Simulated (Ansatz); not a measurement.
# BHF2 (SMILES FBF) at SVWN5/def2-TZVPP

What is the vertical singlet–triplet gap of BHF2 at SVWN5/def2-TZVPP? 

The calculation is run with Ansatz 0.2.0.

46 further runs of the same task are left out: 46 set aside as unsound or not needed.

**1. The system as given**

The species is BHF2 (4 atoms), meant as a singlet with charge 0. As SMILES, `FBF`. The coordinates come from a PBE0-D4/def2-TZVP relaxation.

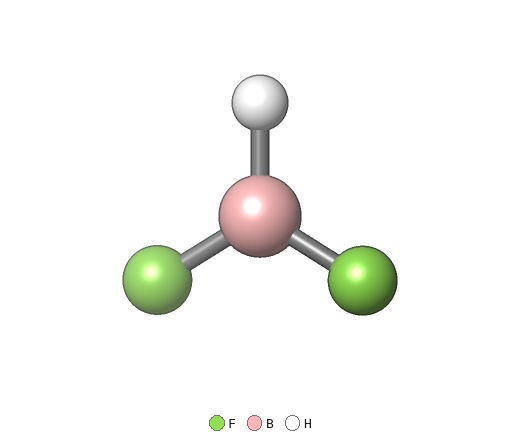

The structure, seen from a chosen angle (fluorine green, boron pink, hydrogen white).

**2. The energy at SVWN5/def2-TZVPP**

File molecule.yaml:

```yaml
crystal:
  periodic: [false, false, false]
  atoms:
    - {symbol: F, position_ang: [1.154300, 0.456900, -0.361900]}
    - {symbol: B, position_ang: [-0.001900, -0.031000, 0.025200]}
    - {symbol: F, position_ang: [-1.095400, 0.528700, -0.438900]}
    - {symbol: H, position_ang: [-0.057000, -0.954600, 0.775600]}
basis:
  gaussian: {orbitals: def2-TZVPP}
hamiltonian: {xc: {name: SVWN5}}
accuracy: high
output: {orbitals: {seedname: orbitals}}
```

Started as:

```
$ ansatz run molecule.yaml --threads 1 --pin off --max-ram 3480MiB --events-out events.jsonl --progress --plain --runs-dir runs
```

Standard output:

```text
Warning: RAYON_NUM_THREADS=1 ignored (pool sized by the plan → 1); use --threads N
Functional definition: SVWN5
  name "SVWN5"
  exchange = slater_x
  correlation = vwn5_c
1729 factors; integrals over basis functions are off by at most 3.4e-9 eV
mean field evaluation 1: about -6087.8930 eV, gradient 3.7e1 eV
mean field evaluation 2: about -6084.6462 eV, gradient 6.4e1 eV
mean field evaluation 4: about -6089.8565 eV, gradient 1.2e0 eV
mean field evaluation 8: about -6089.8553 eV, gradient 1.1e-2 eV
mean field evaluation 16: about -6089.8553 eV, gradient 4.0e-7 eV
mean field -6089.85525553 eV, -223.7980527885 hartree, gradient 2.2e-8 eV, S^2 0.000000; 0 other end points of the search recorded, 0 dependent functions left out
reference -6089.85525895 eV, -223.7980529144 hartree; 12, 12 occupied and 95, 95 virtual orbitals, 1729 factors
Total energy: -6089.85525895 eV, -223.7980529144 hartree
```

It took 3.3 s on 1 thread of Intel Xeon Platinum 8175M at 2.50GHz (Skylake/Cascade Lake), shared host; peak memory 0.23 GiB.

**3. The triplet, same level**

molecule.yaml, as its differences from that of step 2:

```diff
@@ -8,5 +8,11 @@
 basis:
-  gaussian: {orbitals: def2-TZVPP}
-hamiltonian: {xc: {name: SVWN5}}
+  gaussian:
+    orbitals: def2-TZVPP
+magnetization:
+  spin_polarized: true
+  initial_magnetization: 2
 accuracy: high
-output: {orbitals: {seedname: orbitals}}
+hamiltonian:
+  xc: {name: SVWN5}
+output:
+  orbitals: {seedname: orbitals}
```

Started as:

```
$ ansatz run molecule.yaml --threads 1 --pin off --max-ram 3480MiB --events-out events.jsonl --progress --plain --runs-dir runs
```

Standard output:

```text
Warning: RAYON_NUM_THREADS=1 ignored (pool sized by the plan → 1); use --threads N
[... 4 set-up lines as earlier in the session ...]
1729 factors; integrals over basis functions are off by at most 3.4e-9 eV
mean field evaluation 1: about -6080.9117 eV, gradient 2.0e1 eV
mean field evaluation 2: about -6080.5867 eV, gradient 2.5e1 eV
mean field evaluation 4: about -6082.5350 eV, gradient 6.9e-1 eV
mean field evaluation 8: about -6082.5343 eV, gradient 2.1e-1 eV
mean field evaluation 16: about -6082.5345 eV, gradient 2.9e-6 eV
mean field evaluation 32: about -6082.0323 eV, gradient 2.0e0 eV
mean field -6082.53451685 eV, -223.5290206042 hartree, gradient 3.1e-8 eV, S^2 2.001488; 2 other end points of the search recorded, 0 dependent functions left out
reference -6082.53451994 eV, -223.5290207177 hartree; 13, 11 occupied and 94, 96 virtual orbitals, 1729 factors
Total energy: -6082.53451994 eV, -223.5290207177 hartree
```

Wall time 4.8 s (1 thread of Intel Xeon Platinum 8175M at 2.50GHz (Skylake/Cascade Lake), shared host); peak memory 0.25 GiB.

**4. Outcome**

At SVWN5/def2-TZVPP:

| quantity | value |
| --- | --- |
| singlet: total energy | -223.79805 Eh |
| singlet: HOMO energy | -9.22 eV |
| singlet: LUMO energy | -1.70 eV |
| singlet: HOMO–LUMO gap | 7.52 eV |
| triplet: total energy | -223.52902 Eh |
| triplet: HOMO energy (highest over α and β) | -2.38 eV |
| triplet: ⟨S²⟩ | 2.001 |
| vertical energy of the triplet above the singlet | 7.321 eV |

In words: At this shape the triplet lies 7.32 eV (706 kJ/mol) above the singlet.
